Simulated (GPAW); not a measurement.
A computed O K-edge spectrum of one site in a crystal of Mn, O and Ti, with its zero at a photon energy of about 526.4 eV (LDA puts this hole about 4 eV below PBE, itself good to a few eV). Method: GPAW, LDA + U, excited-electron core hole (neutral cell) in a small cell, dipole transitions, broadening that rises with energy.

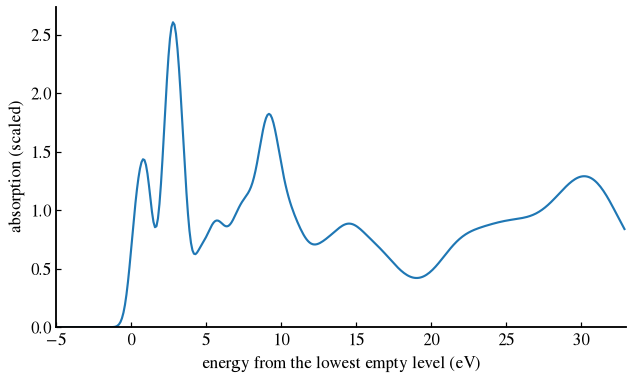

Energy from the lowest empty level; intensity scaled to a mean of 1 over the first 20 eV.

Q: Which coordination does this site have?

A K edge sees empty p states; the first features are O p mixed into the empty d states of the Mn and Ti neighbours, and the broad ones above probably into the cations' higher empty bands. It is atom 7 of Ti2MnO4 (Fd-3m), with 1 Mn at 2.04 Å and 3 Ti at 2.07 Å (distorted tetrahedral, site symmetry 3m). Its main maxima below 24 eV lie at 0.8 eV (1.44), 2.8 eV (2.61), 9.2 eV (1.82) and 14.5 eV (0.89). A near-edge spectrum doesn't fix the structure by itself; it is matched against candidates. The hole lies in one spin channel, while the script sums the empty states of both and takes the lower zero; where the two channels are split, this blurs and shifts the curve. The unit cell's mesh shows no gap over 0.35 eV. That is right for a metallic compound; for a small-gap or correlated insulator it would be the fault of the functional or of the assumed magnetic order, and the hole would be screened too well. The spins start antiferromagnetically in a simple order, which needn't be the measured one; gap and edge can depend on it. The holes are only 6.1 Å apart, so the shape is probably not converged with cell size; no larger cell was run here. The mesh is coarse (0.31 Å⁻¹ between points), so small maxima may be mesh ripples. Lifetime broadening is put in by hand, and intensities beyond about 20 eV depend on it and on the partial waves. The structure is a computed Materials Project entry and may be a hypothetical form.

[Hosts, paths, dates, database ids (printed as entryN), source tags and the programs' standing remarks are cut or masked in the printed files.]

[Lists of maxima count a maximum above −3 eV only where it reaches 4 % of the highest in the window and stands out from its surroundings by 2 % of it (1.5 % where it reaches 55 %); shoulders and weaker maxima are passed over, and of the rest the first, up to two pre-edge ones and the few strongest are named.]
